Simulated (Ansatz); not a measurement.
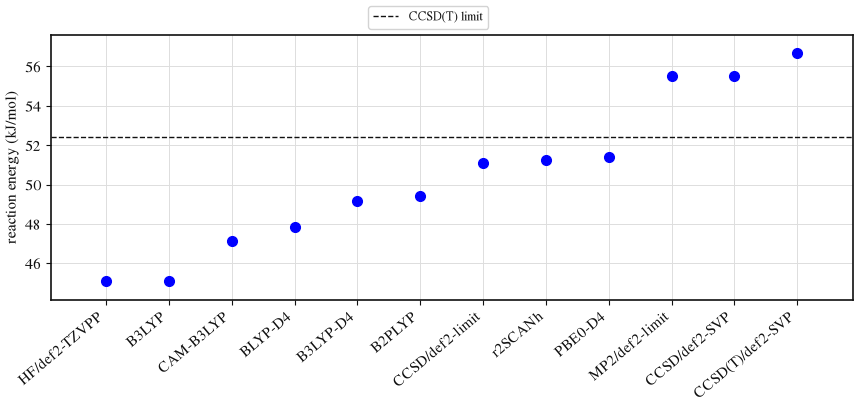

Electronic reaction energy of BSiH₃SeS ([SeH][SiH]1BS1) + PH₃ (P) → PH₃Se (P[SeH]) + BSiH₃S (B1[SiH2]S1) (SMILES in brackets) at several levels (functionals in def2-TZVPP unless a basis is named), isolated molecules at PBE0-D4 triple-zeta geometries, minima by their frequencies, no zero-point or thermal terms, the Ansatz code 0.2.0. The line is frozen-core CCSD(T) at the basis limit (MP2 extrapolated from triple and quadruple zeta, plus CCSD(T) less MP2 in a smaller set). B2PLYP holds a correlation term that converges slowly with the basis, so part of the distance to the limit is basis error. No dispersion term is added to B3LYP, CAM-B3LYP, B2PLYP and r2SCANh. The distance of CCSD/def2-SVP and CCSD(T)/def2-SVP to the limit includes basis error.

Which level comes closest to the line (CCSD(T) limit), and which misses most?

Answer. Closest PBE0-D4 (51.4 kJ/mol), against 52.4 kJ/mol; farthest HF/def2-TZVPP (45.1 kJ/mol).

Give the values.

Answer.
```csv
level,kJ/mol,less CCSD(T) limit
HF/def2-TZVPP,45.1,−7.3
B3LYP,45.1,−7.3
CAM-B3LYP,47.1,−5.3
BLYP-D4,47.9,−4.6
B3LYP-D4,49.2,−3.3
B2PLYP,49.4,−3.0
CCSD/def2-limit,51.1,−1.3
r2SCANh,51.2,−1.2
PBE0-D4,51.4,−1.0
MP2/def2-limit,55.5,3.1
CCSD/def2-SVP,55.5,3.1
CCSD(T)/def2-SVP,56.7,4.3
CCSD(T) limit,52.4,0.0
```

Known limits of this run: no scalar relativity up to krypton; outer-core shells are correlated without core-valence functions, which makes the correlated values less sure.
